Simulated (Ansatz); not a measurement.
CH6O4Si

```yaml
atoms:
  - { symbol: O, position_ang: [-0.8429, -1.9530, 0.7094] }
  - { symbol: C, position_ang: [0.4070, -1.1933, 0.7407] }
  - { symbol: Si, position_ang: [0.1314, 0.4671, -0.1571] }
  - { symbol: O, position_ang: [1.6973, 1.0583, -0.5749] }
  - { symbol: O, position_ang: [-0.8570, -0.0423, -1.4829] }
  - { symbol: O, position_ang: [-0.8412, 1.7242, 0.5407] }
  - { symbol: H, position_ang: [-1.2039, -1.8762, -0.2139] }
  - { symbol: H, position_ang: [1.2428, -1.7225, 0.2401] }
  - { symbol: H, position_ang: [0.6794, -1.0669, 1.7985] }
  - { symbol: H, position_ang: [1.8256, 1.8532, -1.1352] }
  - { symbol: H, position_ang: [-1.5576, 0.5520, -1.8260] }
  - { symbol: H, position_ang: [-0.6038, 2.1441, 1.3944] }
```

Theory: Ansatz 0.2.0, RKS PBE-D4/6-31G.

### Predict the electron density and electron localisation function between the atoms.

Si–O (1.73 Å): ρ at the midpoint is about 0.83 e/Å³; the ELF peaks at about 0.85 between the atoms; a shared but strongly polarised pair.
O–H (0.98 Å): the density is about 3.3 e/Å³ at the midpoint; the ELF climbs to about 1 towards the hydrogen, as it does in any bond to H (a covalent bond by its length).

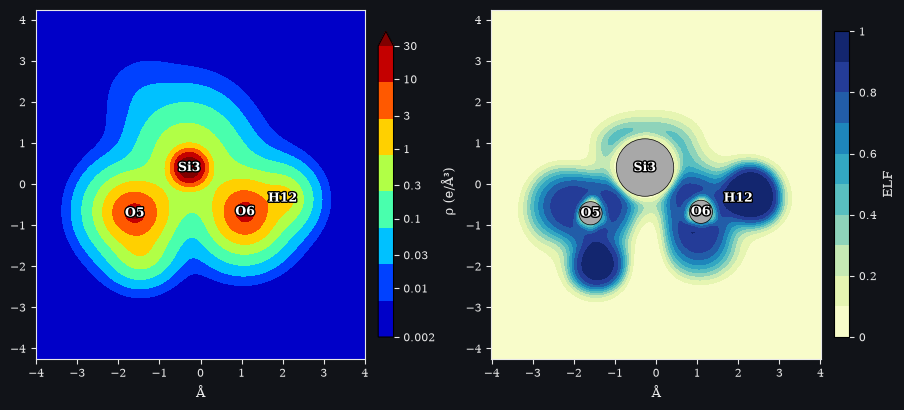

Computed electron density and electron localisation function on the plane of atoms O5, Si3 and O6, in this order. Grey discs cover the atomic cores in the ELF map. 
